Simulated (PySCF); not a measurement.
## Run report: C₂H₇Al (charge +1), geometry relaxation (part 1 of 3)

C₂H₇Al, charge +1, multiplicity 2, computed with HF/6-31G*, UHF (PySCF 2.14.0).

The atoms were displaced at random from an optimised geometry. The geometry is that of the parent species in another charge or spin state. Figures and captions count atoms from 1; the log counts them from 0 in places.

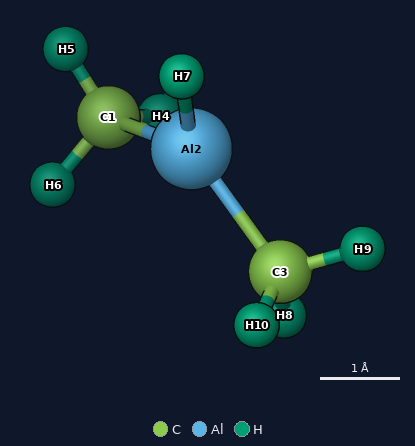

*The input geometry (ball-and-stick view, seen at a tilt; atoms are numbered from 1 in the order of the input). Sticks mark near contacts.*

Input (input.py)
```python
import numpy
from pyscf import gto, symm
from pyscf.hessian import thermo
from pyscf.geomopt.geometric_solver import kernel as optimise

mol = gto.M(
    atom='''
C     -1.261510     0.925911    -0.806605
Al     0.463484     0.010501    -0.559932
C      0.894440    -0.921934     1.090358
H     -2.039599     0.215037    -0.610735
H     -1.382222     1.366418    -1.735951
H     -1.332334     1.730151    -0.016775
H      1.589883     0.098102    -1.698025
H      0.075863    -0.951287     1.798247
H      1.205868    -1.984755     0.873707
H      1.743359    -0.493356     1.602440
''',
    max_memory=1860,
    basis='6-31g*',
    spin=1,
    verbose=3,
    charge=1,
)

hf = mol.UHF()
hf.conv_tol = 1e-10
hf = hf.newton()
converged, mol_eq = optimise(hf, maxsteps=80)
print('converged:', converged)
print(mol_eq.tostring())

hf.reset(mol_eq)
mol = mol_eq
hf.kernel()
e_tot = hf.e_tot
print(f'total energy: {e_tot:.8f} hartree')
hess = hf.Hessian().kernel()
modes = thermo.harmonic_analysis(mol, hess)
print('frequencies (1/cm)', numpy.round(modes['freq_wavenumber'], 1))
symm.geom.TOLERANCE = 1e-3  # for the symmetry number
th = thermo.thermo(hf, modes['freq_au'], 298.15, 101325)
thermo.dump_thermo(mol, th)
```

Run as:
```bash
OMP_NUM_THREADS=1 python input.py
```

The program's output
```
#|     Arguments passed to driver run_optimizer():      |#
customengine              <pyscf.geomopt.geometric_solver.PySCFEngine object>
maxiter                   80
----------------------------------------------------------
Custom engine selected.
Bonds will be generated from interatomic distances less than 1.20 times sum of covalent radii
30 internal coordinates being used (instead of 30 Cartesians)
Internal coordinate system (atoms numbered from 1):
Distance 1-2
Distance 1-4
Distance 1-5
Distance 1-6
Distance 2-3
Distance 2-7
Distance 3-8
Distance 3-9
Distance 3-10
Angle 2-1-4
Angle 2-1-5
Angle 2-1-6
Angle 4-1-5
Angle 4-1-6
Angle 5-1-6
Angle 1-2-7
Angle 3-2-7
Angle 2-3-8
Angle 2-3-9
Angle 2-3-10
Angle 8-3-9
Angle 8-3-10
Angle 9-3-10
Out-of-Plane 2-1-3-7
Dihedral 4-1-2-3
Dihedral 4-1-2-7
Dihedral 5-1-2-3
Dihedral 5-1-2-7
Dihedral 6-1-2-3
Dihedral 6-1-2-7
Dihedral 1-2-3-8
Dihedral 1-2-3-9
Dihedral 1-2-3-10
Dihedral 7-2-3-8
Dihedral 7-2-3-9
Dihedral 7-2-3-10
Translation-X 1-10
Translation-Y 1-10
Translation-Z 1-10
Rotation-A 1-10
Rotation-B 1-10
Rotation-C 1-10
<class 'geometric.internal.Distance'> : 9
<class 'geometric.internal.Angle'> : 14
<class 'geometric.internal.OutOfPlane'> : 1
<class 'geometric.internal.Dihedral'> : 12
<class 'geometric.internal.TranslationX'> : 1
<class 'geometric.internal.TranslationY'> : 1
<class 'geometric.internal.TranslationZ'> : 1
<class 'geometric.internal.RotationA'> : 1
<class 'geometric.internal.RotationB'> : 1
<class 'geometric.internal.RotationC'> : 1
> ===== Optimization Info: ====
> Job type: Energy minimization
> Maximum number of optimization cycles: 80
> Initial / maximum trust radius (Angstrom): 0.100 / 0.300
> Convergence Criteria:
> Will converge when all 5 criteria are reached:
>  |Delta-E| < 1.00e-06
>  RMS-Grad  < 3.00e-04
>  Max-Grad  < 4.50e-04
>  RMS-Disp  < 1.20e-03
>  Max-Disp  < 1.80e-03
> === End Optimization Info ===

Geometry optimization cycle 1
Cartesian coordinates (Angstrom)
 Atom        New coordinates             dX        dY        dZ
   C  -1.261510   0.925911  -0.806605    0.000000 -0.000000  0.000000
  Al   0.463484   0.010501  -0.559932    0.000000  0.000000  0.000000
   C   0.894440  -0.921934   1.090358    0.000000  0.000000  0.000000
   H  -2.039599   0.215037  -0.610735    0.000000 -0.000000  0.000000
   H  -1.382222   1.366418  -1.735951    0.000000 -0.000000  0.000000
   H  -1.332334   1.730151  -0.016775    0.000000  0.000000  0.000000
   H   1.589883   0.098102  -1.698025    0.000000 -0.000000  0.000000
   H   0.075863  -0.951287   1.798247    0.000000  0.000000  0.000000
   H   1.205868  -1.984755   0.873707    0.000000  0.000000  0.000000
   H   1.743359  -0.493356   1.602440    0.000000  0.000000  0.000000

WARN: Mole.unit (angstrom) is changed to Bohr

WARN: HOMO -0.287640557482665 >= LUMO -0.287640557482665

converged SCF energy = -321.365662690654  <S^2> = 0.76696544  2S+1 = 2.0168941
--------------- SecondOrderUHF_Scanner gradients ---------------
         x                y                z
0 C     0.0828382850    -0.0588542441    -0.0438182678
1 Al    -0.0794504326     0.0329862524    -0.0030844735
2 C     0.0109184699     0.0268195928    -0.0082791356
3 H    -0.0048282823     0.0223392236    -0.0025070068
4 H    -0.0132534449    -0.0086285548     0.0425239475
5 H    -0.0203293944     0.0221122743     0.0112578468
6 H     0.0174948880    -0.0075120659     0.0027391060
7 H    -0.0004657401     0.0036996191    -0.0032436607
8 H     0.0110763994    -0.0229421539     0.0018329849
9 H    -0.0040007481    -0.0100199435     0.0025786594
----------------------------------------------
cycle 1: E = -321.365662691  dE = -321.366  norm(grad) = 0.159214
Step    0 : Gradient = 5.035e-02/1.107e-01 (rms/max) Energy = -321.3656626907
Hessian Eigenvalues: 2.30000e-02 2.30000e-02 2.49917e-02 ... 3.59848e-01 3.69817e-01 4.19514e-01

Geometry optimization cycle 2
Cartesian coordinates (Angstrom)
 Atom        New coordinates             dX        dY        dZ
   C  -1.266223   0.915873  -0.759812   -0.004713 -0.010038  0.046793
  Al   0.565108  -0.004904  -0.620871    0.101624 -0.015405 -0.060939
   C   0.845282  -0.901476   1.082811   -0.049158  0.020458 -0.007547
   H  -1.974946   0.125403  -0.540824    0.064653 -0.089634  0.069911
   H  -1.387484   1.368788  -1.725094   -0.005262  0.002370  0.010857
   H  -1.235461   1.659004   0.051180    0.096873 -0.071147  0.067955
   H   1.606820   0.140202  -1.806250    0.016937  0.042100 -0.108225
   H  -0.006390  -0.905600   1.754322   -0.082253  0.045687 -0.043925
   H   1.128667  -1.946515   0.887818   -0.077201  0.038240  0.014111
   H   1.681859  -0.455985   1.613449   -0.061500  0.037371  0.011009
converged SCF energy = -321.390166714718  <S^2> = 0.76399779  2S+1 = 2.0139491
--------------- SecondOrderUHF_Scanner gradients ---------------
         x                y                z
0 C     0.0581989870    -0.0347677771    -0.0140920160
1 Al    -0.0531983446     0.0208219417    -0.0004155217
2 C     0.0085344700     0.0094168909    -0.0071203482
3 H    -0.0075141570     0.0072695381     0.0012261701
4 H    -0.0101302380     0.0029091498     0.0103043306
5 H    -0.0104091657     0.0097939321     0.0052286857
6 H     0.0128061023    -0.0046926083     0.0006470488
7 H    -0.0007739245     0.0010922792    -0.0003105889
8 H     0.0035488341    -0.0073661938     0.0019365542
9 H    -0.0010625636    -0.0044771525     0.0025956855
----------------------------------------------
cycle 2: E = -321.390166715  dE = -0.024504  norm(grad) = 0.0954832
Step    1 : Displace = 9.658e-02/1.381e-01 (rms/max) Trust = 1.000e-01 (=) Grad = 3.019e-02/6.924e-02 (rms/max) E (change) = -321.3901667147 (-2.450e-02) Quality = 1.079
Hessian Eigenvalues: 2.30000e-02 2.30002e-02 2.49877e-02 ... 3.60085e-01 3.73699e-01 4.54290e-01

Geometry optimization cycle 3
Cartesian coordinates (Angstrom)
 Atom        New coordinates             dX        dY        dZ
   C  -1.297388   0.907585  -0.679288   -0.031165 -0.008288  0.080524
  Al   0.714112  -0.024610  -0.684932    0.149004 -0.019705 -0.064061
   C   0.779080  -0.872989   1.066404   -0.066202  0.028487 -0.016407
   H  -1.869992   0.016365  -0.467186    0.104954 -0.109038  0.073638
   H  -1.326588   1.310644  -1.683155    0.060896 -0.058144  0.041939
   H  -1.117609   1.582395   0.136165    0.117852 -0.076609  0.084984
   H   1.568304   0.219370  -1.942580   -0.038516  0.079169 -0.136330
   H  -0.118955  -0.820328   1.668503   -0.112565  0.085272 -0.085819
   H   1.030359  -1.914495   0.906121   -0.098308  0.032020  0.018304
   H   1.595909  -0.409149   1.616676   -0.085950  0.046837  0.003227
converged SCF energy = -321.406115034449  <S^2> = 0.76197423  2S+1 = 2.0119386
--------------- SecondOrderUHF_Scanner gradients ---------------
         x                y                z
0 C     0.0090774949    -0.0015657387     0.0082738812
1 Al    -0.0130116800     0.0096383783    -0.0094578353
2 C    -0.0004034833    -0.0037267549     0.0025459259
3 H     0.0014297544    -0.0024053609     0.0001003402
4 H     0.0009070708     0.0002534058    -0.0021084824
5 H     0.0015304988    -0.0035438752    -0.0033770106
6 H     0.0015129793    -0.0032354682     0.0061262121
7 H     0.0003411174    -0.0005717030     0.0007779779
8 H    -0.0014801573     0.0034760216    -0.0017290720
9 H     0.0000964051     0.0016810951    -0.0011519370
----------------------------------------------
cycle 3: E = -321.406115034  dE = -0.0159483  norm(grad) = 0.0252534
Step    2 : Displace = 1.335e-01/1.680e-01 (rms/max) Trust = 1.414e-01 (+) Grad = 7.986e-03/1.875e-02 (rms/max) E (change) = -321.4061150344 (-1.595e-02) Quality = 1.084
Hessian Eigenvalues: 2.29996e-02 2.30005e-02 2.49193e-02 ... 3.60120e-01 3.73933e-01 4.58052e-01

Geometry optimization cycle 4
Cartesian coordinates (Angstrom)
 Atom        New coordinates             dX        dY        dZ
   C  -1.345773   0.951136  -0.726175   -0.048385  0.043550 -0.046886
  Al   0.724610  -0.044672  -0.630127    0.010499 -0.020063  0.054805
   C   0.835214  -0.918558   1.106792    0.056135 -0.045569  0.040387
   H  -1.946266   0.077865  -0.525602   -0.076275  0.061500 -0.058417
   H  -1.307104   1.324908  -1.742114    0.019484  0.014264 -0.058960
   H  -1.191672   1.644022   0.082812   -0.074063  0.061627 -0.053353
   H   1.495547   0.252195  -1.944704   -0.072757  0.032825 -0.002123
   H  -0.054564  -0.870858   1.720750    0.064391 -0.050529  0.052247
   H   1.088373  -1.961194   0.942886    0.058014 -0.046699  0.036765
   H   1.658866  -0.460055   1.652211    0.062957 -0.050906  0.035535
converged SCF energy = -321.409396546605  <S^2> = 0.76005381  2S+1 = 2.0100287
--------------- SecondOrderUHF_Scanner gradients ---------------
         x                y                z
0 C     0.0020367684    -0.0008273593     0.0071309330
1 Al    -0.0088501245     0.0064885301    -0.0049515395
2 C    -0.0008132377    -0.0033818780     0.0029297290
3 H     0.0013521298    -0.0008972502    -0.0001964177
4 H     0.0013095037     0.0003807739    -0.0038131051
5 H     0.0012900353    -0.0022083593    -0.0014916606
6 H     0.0028093756    -0.0019349417     0.0016342261
7 H     0.0008011068    -0.0005570870     0.0002842038
8 H    -0.0005712916     0.0017543598    -0.0007648270
9 H     0.0006357342     0.0011832116    -0.0007615420
----------------------------------------------
cycle 4: E = -321.409396547  dE = -0.00328151  norm(grad) = 0.0164578
Step    3 : Displace = 8.747e-02/1.146e-01 (rms/max) Trust = 2.000e-01 (+) Grad = 5.204e-03/1.204e-02 (rms/max) E (change) = -321.4093965466 (-3.282e-03) Quality = 1.465
Hessian Eigenvalues: 2.29955e-02 2.30003e-02 2.46424e-02 ... 3.60161e-01 3.75461e-01 4.55012e-01

Geometry optimization cycle 5
Cartesian coordinates (Angstrom)
 Atom        New coordinates             dX        dY        dZ
   C  -1.368211   0.972842  -0.755448   -0.022438  0.021706 -0.029273
  Al   0.778950  -0.076009  -0.596050    0.054339 -0.031337  0.034077
   C   0.879935  -0.948237   1.129852    0.044721 -0.029679  0.023060
   H  -1.995791   0.117264  -0.562184   -0.049524  0.039399 -0.036581
   H  -1.301118   1.333839  -1.768849    0.005986  0.008932 -0.026735
   H  -1.243469   1.684063   0.047313   -0.051797  0.040041 -0.035499
   H   1.415899   0.294191  -1.962768   -0.079648  0.041996 -0.018064
   H  -0.024356  -0.879982   1.722463    0.030208 -0.009124  0.001713
   H   1.119926  -1.999363   0.985441    0.031552 -0.038170  0.042555
   H   1.695467  -0.503820   1.696958    0.036601 -0.043766  0.044747
converged SCF energy = -321.411166396718  <S^2> = 0.75845968  2S+1 = 2.0084419
--------------- SecondOrderUHF_Scanner gradients ---------------
         x                y                z
0 C     0.0002502563    -0.0005716509     0.0005842504
1 Al    -0.0016190535     0.0014496155    -0.0001746868
2 C    -0.0012114606    -0.0002608598     0.0000900303
3 H     0.0000279552    -0.0001108344    -0.0000733313
4 H     0.0004306521    -0.0001919721    -0.0006765157
5 H     0.0003064561     0.0001448028     0.0005052291
6 H     0.0007786964    -0.0006013517     0.0002861663
7 H     0.0003918604    -0.0001938321     0.0003094827
8 H     0.0002853559    -0.0000798255    -0.0003201189
9 H     0.0003592816     0.0004159083    -0.0005305061
----------------------------------------------
cycle 5: E = -321.411166397  dE = -0.00176985  norm(grad) = 0.00319483
Step    4 : Displace = 6.403e-02/9.075e-02 (rms/max) Trust = 2.828e-01 (+) Grad = 1.010e-03/2.180e-03 (rms/max) E (change) = -321.4111663967 (-1.770e-03) Quality = 1.193
Hessian Eigenvalues: 2.29885e-02 2.30003e-02 2.44475e-02 ... 3.60136e-01 3.75443e-01 4.54779e-01

Geometry optimization cycle 6
Cartesian coordinates (Angstrom)
 Atom        New coordinates             dX        dY        dZ
   C  -1.370139   0.974716  -0.758085   -0.001928  0.001874 -0.002637
  Al   0.801974  -0.085350  -0.595747    0.023025 -0.009340  0.000303
   C   0.890400  -0.952757   1.133253    0.010465 -0.004520  0.003401
   H  -1.999016   0.120558  -0.564468   -0.003225  0.003294 -0.002284
   H  -1.304879   1.336470  -1.769962   -0.003761  0.002631 -0.001113
   H  -1.249655   1.687532   0.042463   -0.006186  0.003469 -0.004850
   H   1.394716   0.308658  -1.976207   -0.021183  0.014467 -0.013439
   H  -0.024566  -0.872447   1.708467   -0.000210  0.007535 -0.013996
   H   1.120321  -2.007378   1.000903    0.000396 -0.008015  0.015462
   H   1.698075  -0.515215   1.716113    0.002608 -0.011395  0.019155
converged SCF energy = -321.411304525962  <S^2> = 0.75814652  2S+1 = 2.00813
--------------- SecondOrderUHF_Scanner gradients ---------------
         x                y                z
0 C     0.0000517203     0.0000298214     0.0000376433
1 Al    -0.0000660066     0.0002882935     0.0003429901
2 C    -0.0009119811    -0.0000020288    -0.0003632271
3 H    -0.0001112041     0.0001998216    -0.0000055154
4 H     0.0001849243    -0.0001890935     0.0001249308
5 H    -0.0000754241    -0.0001786105    -0.0001146611
6 H     0.0001701524    -0.0000847196    -0.0001843136
7 H     0.0003283816    -0.0001427637     0.0002204952
8 H     0.0001990720    -0.0000002203     0.0000199937
9 H     0.0002303653     0.0000794999    -0.0000783358
----------------------------------------------
cycle 6: E = -321.411304526  dE = -0.000138129  norm(grad) = 0.00130952
Step    5 : Displace = 1.671e-02/2.870e-02 (rms/max) Trust = 3.000e-01 (+) Grad = 4.141e-04/9.817e-04 (rms/max) E (change) = -321.4113045260 (-1.381e-04) Quality = 1.180
Hessian Eigenvalues: 2.29706e-02 2.30003e-02 2.45987e-02 ... 3.60109e-01 3.75375e-01 4.56340e-01

Geometry optimization cycle 7
Cartesian coordinates (Angstrom)
 Atom        New coordinates             dX        dY        dZ
   C  -1.368392   0.973017  -0.755600    0.001747 -0.001699  0.002485
  Al   0.810182  -0.088004  -0.599693    0.008208 -0.002654 -0.003946
   C   0.891268  -0.951611   1.132116    0.000867  0.001146 -0.001137
   H  -1.993749   0.116502  -0.560682    0.005267 -0.004056  0.003786
   H  -1.309305   1.337086  -1.767109   -0.004426  0.000616  0.002853
   H  -1.246680   1.685390   0.045781    0.002975 -0.002142  0.003319
   H   1.393145   0.311153  -1.982066   -0.001572  0.002495 -0.005859
   H  -0.029918  -0.865354   1.697086   -0.005352  0.007093 -0.011381
   H   1.116491  -2.007871   1.004911   -0.003831 -0.000493  0.004009
   H   1.694191  -0.515521   1.721985   -0.003884 -0.000306  0.005872
converged SCF energy = -321.41131865898  <S^2> = 0.75809622  2S+1 = 2.0080799
--------------- SecondOrderUHF_Scanner gradients ---------------
         x                y                z
0 C    -0.0000675443    -0.0001677118    -0.0001530695
1 Al     0.0002381394     0.0000652414     0.0000698821
2 C    -0.0003953993     0.0000879406    -0.0001807294
3 H    -0.0001311717     0.0001446193     0.0000058513
4 H     0.0001312553    -0.0001094133     0.0000415643
5 H    -0.0000560498     0.0001040328     0.0001478041
6 H    -0.0000248365    -0.0000219068    -0.0000332844
7 H     0.0001094814    -0.0000469486     0.0001043907
8 H     0.0000974125    -0.0000764949    -0.0000025132
9 H     0.0000987130     0.0000206412     0.0000001040
----------------------------------------------
cycle 7: E = -321.411318659  dE = -1.4133e-05  norm(grad) = 0.000690224
Step    6 : Displace = 7.407e-03/1.443e-02 (rms/max) Trust = 3.000e-01 (=) Grad = 2.183e-04/4.436e-04 (rms/max) E (change) = -321.4113186590 (-1.413e-05) Quality = 1.260
Hessian Eigenvalues: 2.29094e-02 2.30006e-02 2.44221e-02 ... 3.59616e-01 3.75142e-01 4.55250e-01

Geometry optimization cycle 8
Cartesian coordinates (Angstrom)
 Atom        New coordinates             dX        dY        dZ
   C  -1.366702   0.971865  -0.753684    0.001689 -0.001152  0.001916
  Al   0.812667  -0.088906  -0.602534    0.002485 -0.000903 -0.002840
   C   0.890577  -0.950332   1.131004   -0.000691  0.001278 -0.001112
   H  -1.988479   0.112927  -0.557726    0.005270 -0.003575  0.002955
   H  -1.313253   1.338243  -1.764750   -0.003948  0.001157  0.002359
   H  -1.243342   1.682871   0.048285    0.003338 -0.002519  0.002504
   H   1.394767   0.311052  -1.985012    0.001622 -0.000102 -0.002946
   H  -0.033726  -0.861509   1.690713   -0.003808  0.003845 -0.006373
   H   1.113845  -2.007151   1.006399   -0.002645  0.000720  0.001487
   H   1.690878  -0.514271   1.724034   -0.003312  0.001250  0.002050
converged SCF energy = -321.411322281667  <S^2> = 0.75809169  2S+1 = 2.0080754
--------------- SecondOrderUHF_Scanner gradients ---------------
         x                y                z
0 C    -0.0000628244    -0.0000354267     0.0000727080
1 Al     0.0001468102     0.0000178656    -0.0000552936
2 C    -0.0000285865     0.0000162570     0.0000142430
3 H    -0.0000961749     0.0000935848     0.0000157487
4 H     0.0000982536    -0.0000542150    -0.0000151473
5 H    -0.0000581180    -0.0000190556    -0.0000114762
6 H    -0.0000121074     0.0000027268    -0.0000142927
7 H     0.0000049362     0.0000016344     0.0000008771
8 H     0.0000044736    -0.0000117525    -0.0000130882
9 H     0.0000033376    -0.0000116188     0.0000057211
----------------------------------------------
cycle 8: E = -321.411322282  dE = -3.62269e-06  norm(grad) = 0.000269347
Step    7 : Displace = 4.790e-03/8.345e-03 (rms/max) Trust = 3.000e-01 (=) Grad = 8.517e-05/1.579e-04 (rms/max) E (change) = -321.4113222817 (-3.623e-06) Quality = 1.309
Hessian Eigenvalues: 2.20317e-02 2.29995e-02 2.34407e-02 ... 3.60106e-01 3.75011e-01 4.55721e-01

Geometry optimization cycle 9
Cartesian coordinates (Angstrom)
 Atom        New coordinates             dX        dY        dZ
   C  -1.365628   0.971574  -0.753140    0.001074 -0.000291  0.000544
  Al   0.812518  -0.089277  -0.603795   -0.000149 -0.000371 -0.001261
   C   0.889861  -0.949703   1.130464   -0.000716  0.000629 -0.000540
   H  -1.984508   0.110590  -0.556724    0.003971 -0.002337  0.001002
   H  -1.316314   1.339827  -1.763757   -0.003060  0.001584  0.000994
   H  -1.241050   1.681509   0.049670    0.002291 -0.001362  0.001385
   H   1.395792   0.310291  -1.985816    0.001025 -0.000761 -0.000804
   H  -0.035473  -0.860310   1.688480   -0.001747  0.001199 -0.002232
   H   1.112921  -2.006645   1.007007   -0.000924  0.000506  0.000608
   H   1.689114  -0.513066   1.724340   -0.001764  0.001204  0.000305
converged SCF energy = -321.411323726999  <S^2> = 0.75810032  2S+1 = 2.008084
```
